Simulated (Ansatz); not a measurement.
```xyz
10
charge 1, multiplicity 2
C     0.1558   -1.1285    1.3598
C    -0.5330   -0.0940    0.8868
Si   -0.1495    0.6789   -0.7304
O     1.1069   -0.1154   -1.3872
Cl   -1.7744    0.6070   -1.9761
Cl    0.2971    2.6652   -0.5008
H    -0.0784   -1.5804    2.3192
H     0.9811   -1.5638    0.8056
H    -1.3539    0.3154    1.4708
H     1.4314    0.1642   -2.2448
```

Geometry: the geometry of the neutral molecule.

Describe the molecule in this file.

It has 10 atoms: 2 carbon, 4 hydrogen, 2 chlorine, 1 oxygen and 1 silicon (C2H4Cl2OSi(+)). It is an open-shell species. Coordination: 2 C trigonal planar; 1 Si tetrahedral; 1 O bent.

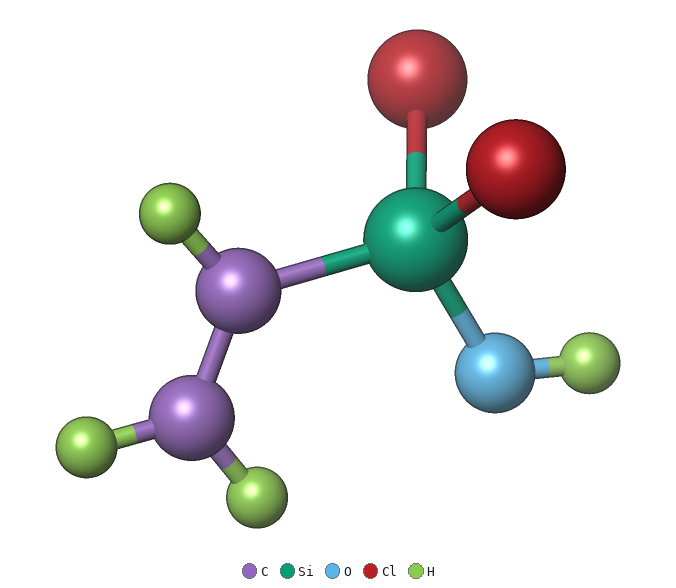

Source: calculation with Ansatz.
